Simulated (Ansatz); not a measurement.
**CHFSi: density, localisation and related maps**

The calculation's input:

```
crystal:
  periodic: [false, false, false]
  atoms:
    - {symbol: F, position_ang: [-0.328826, -0.510114, 1.553848]}
    - {symbol: C, position_ang: [0.912797, 1.278458, -0.562949]}
    - {symbol: Si, position_ang: [-0.059317, -0.084131, 0.048398]}
    - {symbol: H, position_ang: [-0.738400, -0.983439, -0.911156]}
basis:
  gaussian: {orbitals: def2-TZVPP}
hamiltonian: {xc: pbe0, dispersion: d4}
output: {orbitals: {seedname: orbitals}}
```

Run with:

```sh
ansatz run in.yaml --threads 2 --pin off --events-out ev --progress --plain --max-ram 4352MiB
```

Geometry: PBE0-D4/def2-TZVP.

The calculation used RKS PBE0-D4/def2-TZVPP in Ansatz 0.2.0.

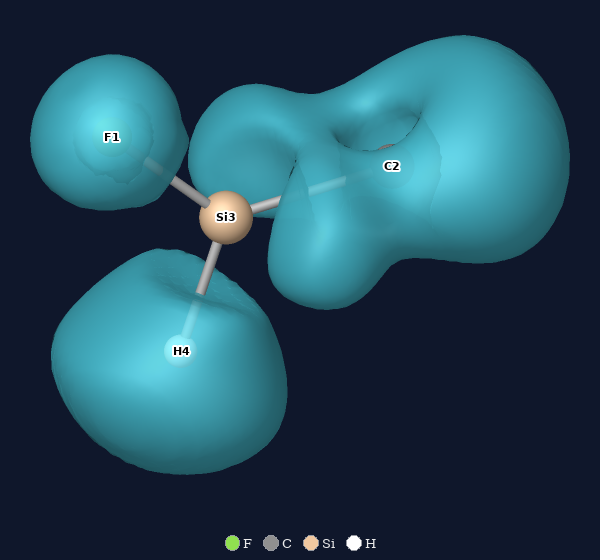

Figure 1. Isosurface of the ELF at 0.75 (cyan), seen at a tilt. Only the valence region is drawn (cores and ρ < 0.01 e/Å³ removed).

> Describe the localisation domains.

The ELF exceeds this value in one region around a hydrogen nucleus, one region wrapped around F (its lone pairs, merged into a ring or cap) and one joined region spread over several atoms (C, Si), in which their bonds and any lone pairs are merged. Along the contacts the grid gives the following. Si–F (1.59 Å): the ELF peaks at about 0.85 in the valence shell of F, 0.5 Å from its nucleus, and is about 0.50 at the midpoint. C–Si (1.78 Å): the ELF peaks at about 0.95 between the atoms; a covalent bond.

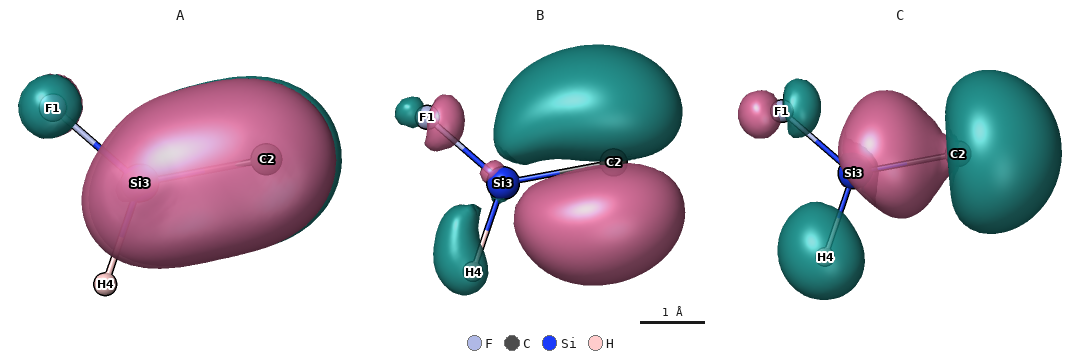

Figure 2. Three frontier orbitals at ±0.1 Å⁻³ᐟ² (teal and pink are the two phases), in no order.

> Order the three orbitals by energy and name them.

C is the HOMO−1 (−7.93 eV). It lies mainly on C2 (about 75 %) and Si3 (about 20 %); it is symmetric in the molecular plane (an in-plane orbital: σ, lone-pair or in-plane π type). A is the HOMO (−6.99 eV). By Hirshfeld shares it lies mainly on C2 (about 55 %) and Si3 (about 40 %); it changes sign across the molecular plane (π type); π-bonding across C2–Si3. B is the LUMO (−4.38 eV). Its weight (Hirshfeld) is mainly on C2 (about 70 %) and Si3 (about 25 %); it is symmetric in the molecular plane (an in-plane orbital: σ, lone-pair or in-plane π type).

> What is the HOMO–LUMO gap?

2.61 eV between the orbital energies.

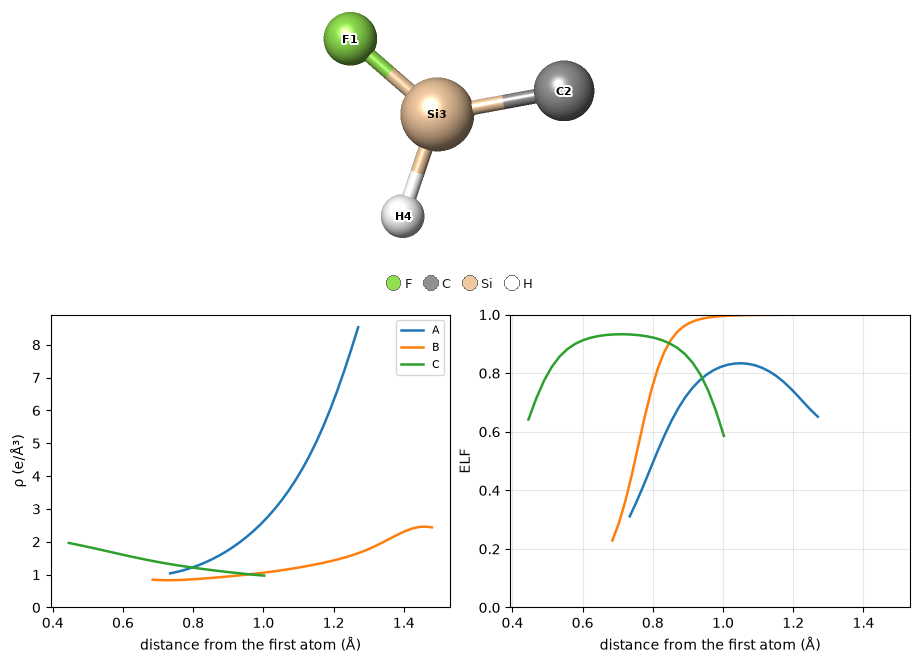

Figure 3. Total electron density and ELF along straight lines between neighbouring atoms. The curves leave out the atomic cores. The structure is drawn too.

> Which curve belongs to which contact (C–Si, Si–F and Si–H)? The first atom named is at distance zero.

Curve A: Si–F (1.59 Å): ρ is about 1.2 e/Å³ halfway; the ELF peaks at about 0.85 in the valence shell of F, 0.5 Å from its nucleus, and is about 0.50 at the midpoint. Curve B: Si–H (1.48 Å): ρ at the midpoint is about 0.83 e/Å³; the ELF climbs to about 1 towards the hydrogen, as it does in any bond to H. Curve C: C–Si (1.78 Å): ρ at the midpoint is about 1.1 e/Å³; the ELF peaks at about 0.95 between the atoms, as expected for localised, covalent bonding.
